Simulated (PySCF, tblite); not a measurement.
**C3H5F2O2Si radical: geometry, infrared bands and EPR parameters**

What infrared bands and EPR parameters should C3H5F2O2Si radical (`F[C](F)O/C=C\O[SiH3]`) show?

Computed with tblite 0.8.0 and PySCF 2.14.0, with density-fitted response routines of our own, on a single molecule in the gas phase. Atoms count from 0, in the outputs and in this text.

### 1 Starting geometry

13 atoms, charge 0, multiplicity 2; geometry from: force field or distance geometry start.

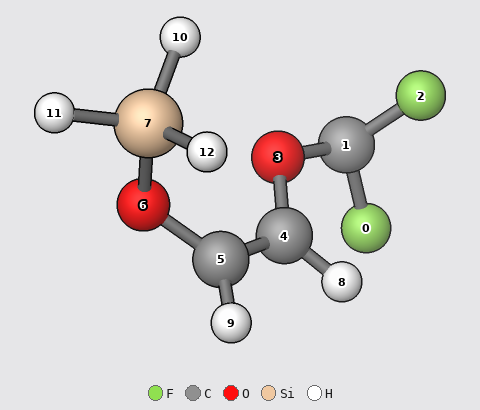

As it starts; fluorine green, carbon grey, oxygen red, silicon light orange, hydrogen white, atoms numbered.

### 2 Relaxing the molecule with GFN2-xTB

What the job is given:

```
{"job": {"kind": "relax", "xc": "GFN2-xTB", "basis": "xTB"}, "charge": 0, "multiplicity": 2}
F     -3.392400    -0.322600    -0.380700
C     -2.627500    -0.655200     0.689300
F     -2.860700     0.070700     1.820800
O     -1.288200    -0.674800     0.281900
C     -0.895900     0.306500    -0.603300
C      0.312200     0.350100    -1.145300
O      1.273100    -0.604500    -0.825600
Si     2.386100    -0.231300     0.464300
H     -1.577000     1.082200    -0.905800
H      0.542400     1.164600    -1.841000
H      1.788100    -0.782700     1.692500
H      3.664900    -0.897500     0.157100
H      2.670400     1.195000     0.578200
```

Launch:

```sh
> OMP_NUM_THREADS=1 python probes_run.py task.json out
```

One launch serves the whole session: the jobs run in the order shown.

Output:

```text
step      E/eV     max force
  0    -768.25960    2.429
  1    -768.52032    1.554
  2    -768.64114    1.780
  3    -768.69832    0.822
  4    -768.73973    0.448
  5    -768.75616    0.425
  6    -768.77313    0.357
  7    -768.79145    0.328
  8    -768.80763    0.319
  9    -768.81917    0.291
 10    -768.82902    0.257
 11    -768.83894    0.306
 12    -768.85072    0.333
 13    -768.86262    0.302
 14    -768.87300    0.287
 15    -768.88385    0.284
 16    -768.89756    0.302
 17    -768.91023    0.290
 18    -768.91922    0.257
 19    -768.92776    0.278
 20    -768.93778    0.293
 21    -768.95035    0.319
 22    -768.96224    0.219
 23    -768.96826    0.222
 24    -768.97078    0.297
 25    -768.97408    0.165
 26    -768.97770    0.105
 27    -768.98111    0.104
 28    -768.98354    0.101
 29    -768.98508    0.099
 30    -768.98658    0.096
 31    -768.98886    0.118
 32    -768.99200    0.126
 33    -768.99497    0.116
 34    -768.99721    0.129
 35    -768.99925    0.151
 36    -769.00204    0.153
 37    -769.00724    0.227
 38    -769.01576    0.342
 39    -769.02579    0.373
 40    -769.03415    0.265
 41    -769.03898    0.203
 42    -769.04049    0.348
 43    -769.04550    0.243
 44    -769.05175    0.192
 45    -769.06003    0.151
 46    -769.06519    0.166
 47    -769.06790    0.176
 48    -769.07007    0.156
 49    -769.07254    0.152
 50    -769.07632    0.131
 51    -769.07832    0.108
 52    -769.08059    0.103
 53    -769.08258    0.093
 54    -769.08403    0.082
 55    -769.08475    0.062
 56    -769.08525    0.056
 57    -769.08586    0.090
 58    -769.08662    0.104
 59    -769.08731    0.085
 60    -769.08782    0.059
 61    -769.08824    0.064
 62    -769.08865    0.056
 63    -769.08898    0.038
 64    -769.08920    0.038
 65    -769.08938    0.046
 66    -769.08962    0.049
 67    -769.08994    0.044
 68    -769.09024    0.036
 69    -769.09042    0.028
 70    -769.09053    0.025
 71    -769.09069    0.040
 72    -769.09095    0.055
 73    -769.09128    0.054
 74    -769.09157    0.053
 75    -769.09182    0.045
 76    -769.09216    0.047
 77    -769.09288    0.084
 78    -769.09469    0.146
 79    -769.09798    0.248
 80    -769.10278    0.211
 81    -769.10858    0.250
 82    -769.10900    0.230
 83    -769.11873    0.194
 84    -769.12128    0.103
 85    -769.12532    0.137
 86    -769.13010    0.319
 87    -769.13511    0.178
 88    -769.13835    0.133
 89    -769.14128    0.191
 90    -769.14296    0.110
 91    -769.14416    0.104
 92    -769.14595    0.120
 93    -769.14787    0.141
 94    -769.15066    0.135
 95    -769.15216    0.151
 96    -769.15326    0.082
 97    -769.15417    0.070
 98    -769.15519    0.063
 99    -769.15589    0.071
100    -769.15697    0.084
101    -769.15840    0.130
102    -769.16075    0.188
103    -769.16373    0.225
104    -769.16650    0.173
105    -769.16821    0.085
106    -769.16893    0.080
107    -769.16938    0.069
108    -769.16990    0.057
109    -769.17045    0.056
110    -769.17127    0.080
111    -769.17215    0.088
112    -769.17307    0.110
113    -769.17390    0.060
114    -769.17447    0.047
115    -769.17470    0.025
116    -769.17478    0.020
117    -769.17484    0.015
118    -769.17488    0.015
119    -769.17492    0.014
120    -769.17495    0.014
121    -769.17498    0.015
122    -769.17502    0.023
123    -769.17508    0.026
124    -769.17518    0.027
125    -769.17535    0.025
126    -769.17555    0.033
127    -769.17570    0.027
128    -769.17578    0.019
129    -769.17584    0.019
130    -769.17590    0.019
131    -769.17600    0.019
132    -769.17613    0.027
133    -769.17629    0.032
134    -769.17651    0.030
135    -769.17673    0.031
136    -769.17687    0.018
137    -769.17692    0.034
138    -769.17695    0.010
139    -769.17697    0.005
```

Run time: 0.67 s. Hardware: 1 thread of Arm Neoverse V2, shared host.

Relaxation path: (not every step is listed)

```
step  energy from step 0 (eV)  largest force (eV/Å)
   0                   0.0000                2.4290
   1                  -0.2607                1.5542
   2                  -0.3815                1.7802
   3                  -0.4387                0.8222
   4                  -0.4801                0.4479
   5                  -0.4966                0.4250
   6                  -0.5135                0.3566
   7                  -0.5319                0.3278
   8                  -0.5480                0.3187
  20                  -0.6782                0.2933
  32                  -0.7324                0.1256
  44                  -0.7921                0.1918
  56                  -0.8256                0.0557
  68                  -0.8306                0.0359
  80                  -0.8432                0.2114
  92                  -0.8863                0.1197
 104                  -0.9069                0.1733
 116                  -0.9152                0.0201
 128                  -0.9162                0.0192
 134                  -0.9169                0.0304
 135                  -0.9171                0.0310
 136                  -0.9173                0.0175
 137                  -0.9173                0.0338
 138                  -0.9174                0.0105
 139                  -0.9174                0.0054
```

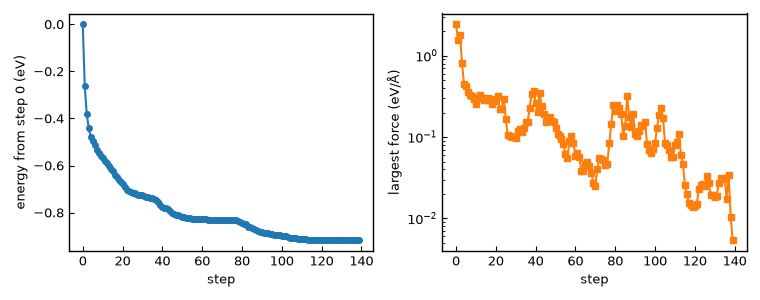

Energy and force, step by step.

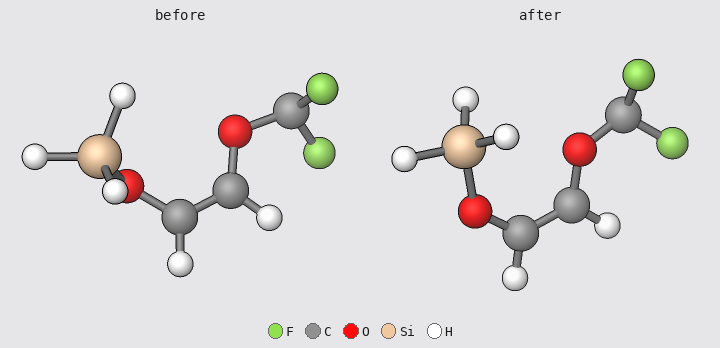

Before and after, at one scale.

Distances of close pairs at the start and the end, largest changes first:

```
   bond  before (Å)  after (Å)  change (Å)
 O6–Si7       1.744      1.649      -0.095
  C5–O6       1.392      1.323      -0.069
  C1–O3       1.400      1.339      -0.061
  O3–C4       1.379      1.355      -0.024
  C1–F2       1.364      1.345      -0.019
  C4–C5       1.325      1.343      +0.018
Si7–H11       1.474      1.456      -0.018
  C5–H9       1.096      1.082      -0.014
```

The end geometry stands in the next job.

### 3 Vibrational analysis with GFN2-xTB

What the job is given:

```
{"job": {"kind": "ir", "xc": "GFN2-xTB", "basis": "xTB"}, "charge": 0, "multiplicity": 2}
F     -3.173233     0.163028     0.335159
C     -2.070408    -0.380462     0.901250
F     -2.092442    -0.132458     2.223131
O     -0.899804    -0.019565     0.359663
C     -0.784679     0.332914    -0.943101
C      0.430037     0.398459    -1.511550
O      1.579385     0.129043    -0.913876
Si     1.935733    -0.353116     0.622541
H     -1.685212     0.568417    -1.488562
H      0.522074     0.709049    -2.543591
H      1.342067    -1.657819     0.901249
H      3.380855    -0.410350     0.451006
H      1.511240     0.653348     1.588953
```

Output:

```text
mode    cm-1     km/mol
  1      39.3      0.29
  2      78.2      2.51
  3      90.9      3.61
  4     136.7      3.60
  5     178.5      3.45
  6     205.9      0.10
  7     265.5      0.08
  8     416.5      4.64
  9     455.3      0.73
 10     488.5     15.74
 11     541.3     38.78
 12     595.7    103.17
 13     628.6     45.62
 14     704.7     80.34
 15     746.2     58.98
 16     769.0     66.04
 17     778.0    141.44
 18     786.1    174.93
 19     804.5      0.09
 20     815.6    329.31
 21     935.7    159.44
 22    1053.9    173.49
 23    1116.2    218.96
 24    1157.6     85.58
 25    1227.5    280.85
 26    1272.1     71.16
 27    1314.6    111.97
 28    1618.9    237.54
 29    2276.7    321.92
 30    2297.8    178.11
 31    2329.3    201.03
 32    3061.1      9.15
 33    3098.8      6.14
```

It took 0.31 s on 1 thread of Arm Neoverse V2, shared host.

The strongest bands and the atoms that carry them (share of the mass-weighted mode):

```
cm⁻¹  km/mol                         atoms
 786   174.9            H10 46 %, H12 43 %
 816   329.3  H11 40 %, H10 26 %, H12 25 %
1116   219.0              C1 67 %, F2 14 %
1228   280.9              C1 47 %, O3 36 %
1619   237.5              C5 52 %, C4 41 %
2277   321.9                      H10 86 %
2298   178.1                      H12 85 %
2329   201.0                      H11 94 %
```

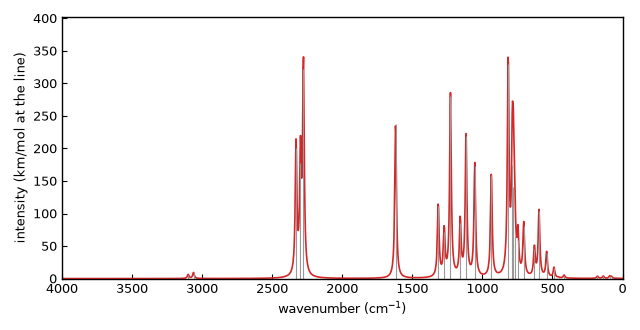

The infrared spectrum from these modes, unscaled. Lines are broadened to a width of 14 cm⁻¹ (Lorentzian).

### 4 EPR parameters: B3LYP/pcH-1

Same as in step 3 but for these lines:

```diff
@@ -1,2 +1,2 @@
-{"job": {"kind": "ir", "xc": "GFN2-xTB", "basis": "xTB"}, "charge": 0, "multiplicity": 2}
+{"job": {"kind": "epr", "basis": "pcH-1"}, "charge": 0, "multiplicity": 2}
 F     -3.173233     0.163028     0.335159
```

Method: UKS B3LYP, pcH-1 on C F H O Si, non-relativistic, mean-field spin-orbit, GIAO.

Output:

```text
UKS, coarse grid
  cycle   1  E = -756.72576467  |g| = 7.53e-01
  cycle   2  E = -756.26865892  |g| = 1.35e+00
  cycle   3  E = -756.89826467  |g| = 1.60e-01
  cycle   4  E = -756.90630141  |g| = 9.75e-02
  cycle   5  E = -756.90981248  |g| = 2.43e-02
  cycle   6  E = -756.91004048  |g| = 1.08e-02
  cycle   7  E = -756.91008235  |g| = 3.39e-03
  cycle   8  E = -756.91008934  |g| = 1.32e-03
  cycle   9  E = -756.91008824  |g| = 5.37e-04
UKS, final grid
  cycle   1  E = -756.91008507  |g| = 6.26e-04
  cycle   2  E = -756.91008503  |g| = 8.38e-04
  cycle   3  E = -756.91008532  |g| = 1.28e-04
  cycle   4  E = -756.91008534  |g| = 9.18e-05
  cycle   5  E = -756.91008536  |g| = 4.11e-05
  cycle   6  E = -756.91008536  |g| = 1.54e-05
E = -756.91008536 Eh   <S^2> = 0.7532 (exact 0.7500)
g shifts (ppm)      1          2          3
  rmc          -279       -279       -279
  gc             19         30         33
  oz_so        -239       1883       2114
  total        -499       1634       1868
hyperfine (MHz)  atom isotope    a_iso     a_fc   dipolar eigenvalues
    0   19F     396.02     394.73   -198.07   -185.89    383.96
    1   13C     666.18     666.17    -64.60    -64.25    128.85
    2   19F     373.21     372.04   -197.23   -183.83    381.06
    3   17O     -58.54     -58.49    -51.61     24.87     26.74
    4   13C      -8.90      -8.91     -8.29      2.12      6.17
    5   13C       6.27       6.28     -6.83     -5.62     12.45
    6   17O      -1.37      -1.37     -4.72      2.14      2.58
    7  29Si       0.45       0.45     -0.46      0.18      0.28
    8    1H       2.38       2.37     -3.93     -2.84      6.78
    9    1H      -5.35      -5.35     -3.38     -0.81      4.19
   10    1H       0.99       0.99     -1.78     -1.29      3.07
   11    1H      -0.32      -0.32     -0.61     -0.47      1.07
   12    1H       2.54       2.54     -1.39     -1.09      2.48
```

Wall time 67 s (1 thread of Arm Neoverse V2, shared host); peak memory 0.96 GiB.

Principal g values 2.00182, 2.00395, 2.00419; g(iso) = 2.00332, against 2.00232 for a free electron.

Hyperfine couplings; where a row names several nuclei, a(iso) is their mean (it holds for fast rotation or exchange) and the dipolar term the largest among them:

```
       nuclei  isotope  a(iso) (MHz)  a(iso) (G, at g = 2.0023)  largest dipolar term (MHz)
           C1      13C         666.2                      237.7                       128.8
       F0, F2      19F         384.6                      137.2                       384.0
           O3      17O         -58.5                      -20.9                       -51.6
           C4      13C          -8.9                       -3.2                        -8.3
           C5      13C           6.3                        2.2                        12.5
           H9       1H          -5.4                       -1.9                         4.2
           H8       1H           2.4                        0.8                         6.8
           O6      17O          -1.4                       -0.5                        -4.7
H10, H11, H12       1H           1.1                        0.4                         3.1
          Si7     29Si           0.5                        0.2                        -0.5
```

Mulliken spin populations:

F0 0.05; C1 0.76; F2 0.05; O3 0.09; C4 -0.04; C5 0.08; O6 0.01; Si7 0.00; H8 0.00; H9 0.00; H10 0.00; H11 0.00; H12 0.00

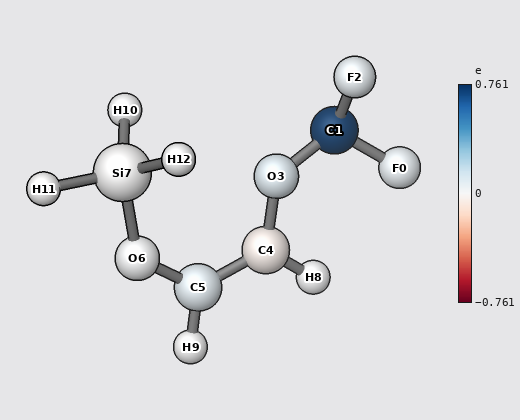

Mulliken spin populations, as colours on the atoms.

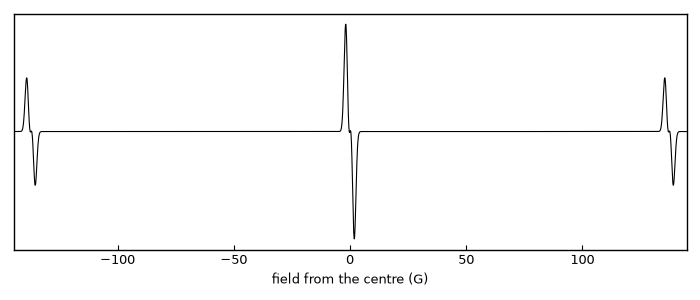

First-order isotropic spectrum (first derivative, main isotopes with spin only, couplings over 0.8 MHz, Gaussian width 0.7 G; couplings of the frozen geometry, rotation of groups not averaged beyond the rows shown).

The fields below are evaluated on a grid from the run's orbitals.

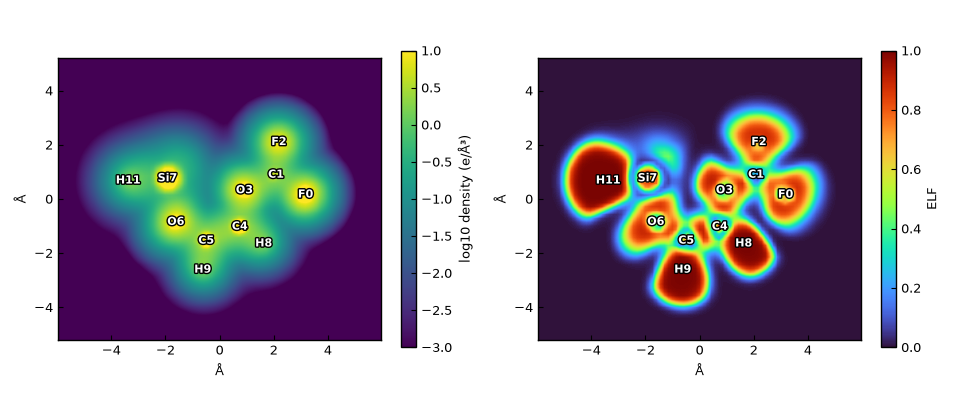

Density (left) and ELF (right) in a plane through or near 11 of the atoms.

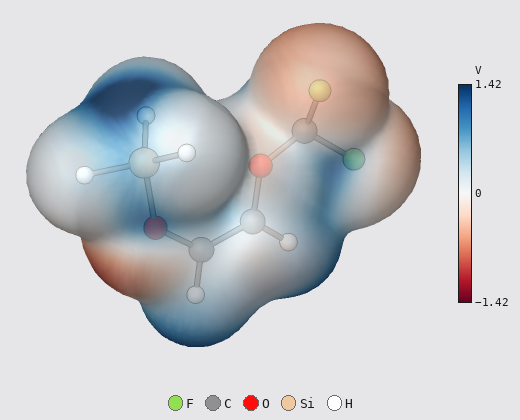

Electrostatic potential on the surface of density 0.002 e/bohr³; red is low, blue high. It runs from -0.72 V near O6 to 1.42 V near H10.

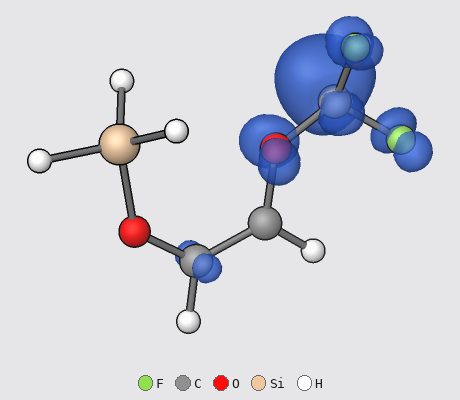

Spin density at ±0.05 e/Å³ (alpha excess blue, beta excess red).

### 5 Results

| quantity | value |
| --- | --- |
| strongest single infrared mode (GFN2-xTB) | 816 cm⁻¹, 329 km/mol |
| zero-point energy (GFN2-xTB) | 46.2 kcal/mol |
| g(iso) (B3LYP) | 2.00332 |
| ⟨S²⟩ | 0.753 (exact 0.75) |
| largest a(iso) (averaged by class) | 13C on C1, 666.2 MHz |
| surface potential, least and greatest | -0.72 V and 1.42 V |

What this shows: Relaxing lowered the energy by 0.917 eV in 139 steps; the close pair that moved most is O6–Si7, from 1.744 to 1.649 Å. All 33 modes are real, so the xTB geometry is a minimum. The strongest single mode, at 816 cm⁻¹, has its largest shares on H11, H10 and H12 (the list is cut at 3 atoms). Unscaled tight-binding wavenumbers are off by several per cent, some by more. Its intensities can rank the bands wrongly. C1 carries the largest spin population, 0.76 e. The isotropic g lies 1.0 ppt above the free-electron value.
